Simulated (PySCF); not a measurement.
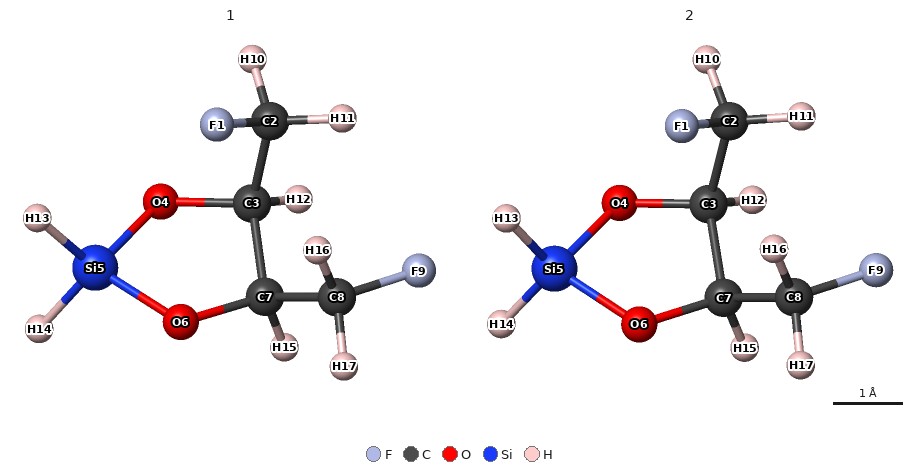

Two geometries of C₄H₈F₂O₂Si, drawn at one scale. One is the start of a relaxation, the other its converged end. Style: ball-and-stick. Shown at a tilt.

Theory: PBE0-D3(BJ)/def2-SVP geometry optimisation, gas phase (PySCF 2.14.0, density-fitted response routines). 

**Which one is relaxed?**

Structure 1 is the relaxed one. The start comes from GFN2-xTB. Its atoms were then displaced at random by about 0.01 Å. The energy falls by 26.0 kJ/mol in 4 geometry steps. The largest move after the best rigid fit is that of H13, 0.16 Å. Largest moves by element: H 0.16 Å, F 0.10 Å, O 0.10 Å, C 0.06 Å, Si 0.01 Å. Some distances before and after: C3–O4 1.352 → 1.416 Å, Si5–H14 1.445 → 1.487 Å, O4–Si5 1.639 → 1.678 Å, Si5–H13 1.455 → 1.484 Å. Among the angles between lasting bonds that change: H13–Si5–H14 118.0° → 110.7°, C3–O4–Si5 113.9° → 110.0°, O4–Si5–H13 112.4° → 115.1°. Cost: 2.2 min on 1 thread of Arm Neoverse N1, on a shared host.
